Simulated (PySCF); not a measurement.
# One shape, several levels: B3NH10 (B3H7(NH3))

We compute a comparison of 5 runs (B2PLYP/STO-3G, B2PLYP/3-21G, B2PLYP/6-31G*, B2PLYP/6-31+G*, B2PLYP/6-311+G**) of B3NH10 (B3H7(NH3)). 

The results are computed with PySCF 2.14.0.

### Step 1. The structure to begin with

B3NH10: 14 atoms, total charge 0, spin state singlet. The shape is that of a GFN1-xTB optimisation.

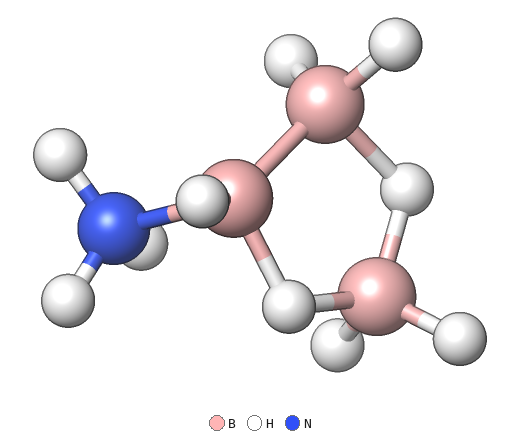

Viewed from a chosen angle; boron pink, hydrogen white, nitrogen blue.

### Step 2. A single-point energy at B2PLYP/STO-3G (run 1)

input.py reads:

```python
# B3H7(NH3)
from pyscf import gto, dft, mp

mol = gto.M(
    atom='''
B      1.416210     0.637540     0.070170
B     -0.436410     0.686250    -1.141910
H      0.966440     0.865820    -1.101740
B     -0.684130     0.262950     0.434110
N     -0.765040    -1.367430     0.608280
H      0.511680     0.467320     1.029620
H      1.965140     1.624520     0.429430
H      2.003290    -0.397070     0.039730
H     -0.742830     1.771660    -1.529260
H     -0.471350    -0.184490    -1.968910
H     -1.409180     0.733950     1.260680
H     -1.653770    -1.670310     0.239570
H     -0.022530    -1.776820     0.059070
H     -0.677510    -1.653900     1.571150
''',
    max_memory=1860,
    spin=0,
    basis='sto-3g',
    verbose=3,
)

calc0 = dft.RKS(mol)
calc0.xc = '0.53*HF + 0.47*B88, 0.73*LYP'
calc0.grids.level = 4
calc0.conv_tol = 1e-10
calc0.kernel()
if not calc0.converged:
    calc0 = calc0.newton().run(calc0.mo_coeff, calc0.mo_occ)

pt = mp.MP2(calc0, frozen=4).run()
e_tot = calc0.e_tot + 0.27 * pt.e_corr
print('PT2 part  %.8f' % (0.27 * pt.e_corr))
print('E(%s) = %.9f' % ('B2PLYP', e_tot))
```

Command:

```sh
OMP_NUM_THREADS=1 python input.py
```

The program printed:

```text
converged SCF energy = -133.270401558767
E(RMP2) = -133.501827815396  E_corr = -0.23142625662894
E(SCS-RMP2) = -133.525953965787  E_corr = -0.255552407019903
PT2 part  -0.06248509
E(B2PLYP) = -133.332886648
```

It took 6.3 s on 1 thread of Arm Neoverse V1, shared host; peak memory 0.25 GiB.

### Step 3. The energy at B2PLYP/3-21G (run 2)

input.py reads:

```python
from pyscf import gto, dft, mp

mol = gto.Mole()
mol.atom = [
    ('B', (1.416210, 0.637540, 0.070170)),
    ('B', (-0.436410, 0.686250, -1.141910)),
    ('H', (0.966440, 0.865820, -1.101740)),
    ('B', (-0.684130, 0.262950, 0.434110)),
    ('N', (-0.765040, -1.367430, 0.608280)),
    ('H', (0.511680, 0.467320, 1.029620)),
    ('H', (1.965140, 1.624520, 0.429430)),
    ('H', (2.003290, -0.397070, 0.039730)),
    ('H', (-0.742830, 1.771660, -1.529260)),
    ('H', (-0.471350, -0.184490, -1.968910)),
    ('H', (-1.409180, 0.733950, 1.260680)),
    ('H', (-1.653770, -1.670310, 0.239570)),
    ('H', (-0.022530, -1.776820, 0.059070)),
    ('H', (-0.677510, -1.653900, 1.571150)),
]
mol.basis = '3-21g'
mol.verbose = 3
mol.max_memory = 1860
mol.build()

mf = dft.RKS(mol, xc='0.53*HF + 0.47*B88, 0.73*LYP')
mf.grids.level = 4
mf.conv_tol = 1e-10
mf.kernel()
if not mf.converged:
    mf = mf.newton().run(mf.mo_coeff, mf.mo_occ)

pt = mp.MP2(mf, frozen=4).run()
energy = mf.e_tot + 0.27 * pt.e_corr
print('PT2 part  %.8f' % (0.27 * pt.e_corr))
print('E(%s) = %.9f' % ('B2PLYP', energy))
```

Command:

```sh
OMP_NUM_THREADS=1 python input.py
```

The program printed:

```text
converged SCF energy = -134.185650941867
E(RMP2) = -134.574944116452  E_corr = -0.389293174585222
E(SCS-RMP2) = -134.587203290682  E_corr = -0.401552348815442
PT2 part  -0.10510916
E(B2PLYP) = -134.290760099
```

It took 10 s on 1 thread of Arm Neoverse V1, shared host; peak memory 0.32 GiB.

### Step 4. A single-point energy at B2PLYP/6-31G(d) (spherical functions) (run 3)

run.py reads:

```python
# B3H7(NH3)
from pyscf import gto, dft, mp

mol = gto.M(
    atom='''
B      1.416210     0.637540     0.070170
B     -0.436410     0.686250    -1.141910
H      0.966440     0.865820    -1.101740
B     -0.684130     0.262950     0.434110
N     -0.765040    -1.367430     0.608280
H      0.511680     0.467320     1.029620
H      1.965140     1.624520     0.429430
H      2.003290    -0.397070     0.039730
H     -0.742830     1.771660    -1.529260
H     -0.471350    -0.184490    -1.968910
H     -1.409180     0.733950     1.260680
H     -1.653770    -1.670310     0.239570
H     -0.022530    -1.776820     0.059070
H     -0.677510    -1.653900     1.571150
''',
    verbose=3,
    max_memory=1860,
    basis='6-31g*',
)

mf = dft.RKS(mol)
mf.xc = '0.53*HF + 0.47*B88, 0.73*LYP'
mf.grids.level = 4
mf.conv_tol = 1e-10
mf.kernel()
if not mf.converged:
    mf = mf.newton().run(mf.mo_coeff, mf.mo_occ)

pt = mp.MP2(mf, frozen=4).run()
etot = mf.e_tot + 0.27 * pt.e_corr
print('PT2 part  %.8f' % (0.27 * pt.e_corr))
print('E(%s) = %.9f' % ('B2PLYP', etot))
```

Command:

```sh
OMP_NUM_THREADS=1 python run.py
```

The program printed:

```text
converged SCF energy = -134.925726804509
E(RMP2) = -135.466859130462  E_corr = -0.541132325953922
E(SCS-RMP2) = -135.472804769054  E_corr = -0.547077964545931
PT2 part  -0.14610573
E(B2PLYP) = -135.071832533
```

Run time: 15 s. Hardware: 1 thread of Arm Neoverse V1, shared host; peak memory 0.38 GiB.

Run 4 isn't shown in full; the table further down has it.

### Step 5. The energy at B2PLYP/6-311+G(d,p) (run 5)

input.xyz reads:

```xyz
14

B      1.416210     0.637540     0.070170
B     -0.436410     0.686250    -1.141910
H      0.966440     0.865820    -1.101740
B     -0.684130     0.262950     0.434110
N     -0.765040    -1.367430     0.608280
H      0.511680     0.467320     1.029620
H      1.965140     1.624520     0.429430
H      2.003290    -0.397070     0.039730
H     -0.742830     1.771660    -1.529260
H     -0.471350    -0.184490    -1.968910
H     -1.409180     0.733950     1.260680
H     -1.653770    -1.670310     0.239570
H     -0.022530    -1.776820     0.059070
H     -0.677510    -1.653900     1.571150
```

input.py reads:

```python
from pyscf import gto, dft, mp

system = gto.Mole()
system.atom = 'input.xyz'
system.charge = 0
system.basis = '6-311+g**'
system.max_memory = 1860
system.verbose = 3
system.build()

ks = dft.RKS(system)
ks.xc = '0.53*HF + 0.47*B88, 0.73*LYP'
ks.conv_tol = 1e-10
ks.grids.level = 4
ks.kernel()
if not ks.converged:
    ks = ks.newton().run(ks.mo_coeff, ks.mo_occ)

pt = mp.MP2(ks, frozen=4).run()
etot = ks.e_tot + 0.27 * pt.e_corr
print('PT2 part  %.8f' % (0.27 * pt.e_corr))
print(f'total energy: {etot:.8f} hartree')
```

Command:

```sh
OMP_NUM_THREADS=1 python input.py
```

The program printed:

```text
converged SCF energy = -134.974901951156
E(RMP2) = -135.630586309537  E_corr = -0.655684358380688
E(SCS-RMP2) = -135.642267956909  E_corr = -0.667366005752755
PT2 part  -0.17703478
total energy: -135.15193673 hartree
```

Wall time 42 s (1 thread of Arm Neoverse V1, shared host); peak memory 0.98 GiB.

### Step 6. All runs side by side

| run | level | energy (Eh) | dipole moment (D) | HOMO energy (eV) | LUMO energy (eV) | wall time |
| --- | --- | --- | --- | --- | --- | --- |
| 1 | B2PLYP/STO-3G | -133.332887 | 7.35 | -6.74 | 7.11 | 6.3 s |
| 2 | B2PLYP/3-21G | -134.290760 | 6.92 | -8.35 | 2.61 | 10 s |
| 3 | B2PLYP/6-31G* (spherical functions) | -135.071833 | 6.68 | -8.25 | 2.06 | 15 s |
| 4 | B2PLYP/6-31+G* (spherical functions) | -135.079724 | 6.61 | -8.43 | -0.15 | 19 s |
| 5 | B2PLYP/6-311+G** | -135.151937 | 6.51 | -8.47 | -0.17 | 42 s |

### Step 7. Results

```
                                  quantity          value
                       run 5: total energy  -135.15194 Eh
           run 5: dipole moment (SCF part)         6.51 D
  run 5: HOMO energy (SCF part's orbitals)       -8.47 eV
  run 5: LUMO energy (SCF part's orbitals)       -0.17 eV
run 5: HOMO–LUMO gap (SCF part's orbitals)        8.30 eV
```

In words: The dipole moment (its size) runs from 6.51 D (B2PLYP/6-311+G**) to 7.35 D (B2PLYP/STO-3G). A double hybrid's value is that of its SCF part. The HOMO–LUMO gap runs from 8.27 eV (B2PLYP/6-31+G*) to 13.86 eV (B2PLYP/STO-3G). In run 1 the basis is minimal, so the values are rough. All runs together took 93 s, the longest 42 s.
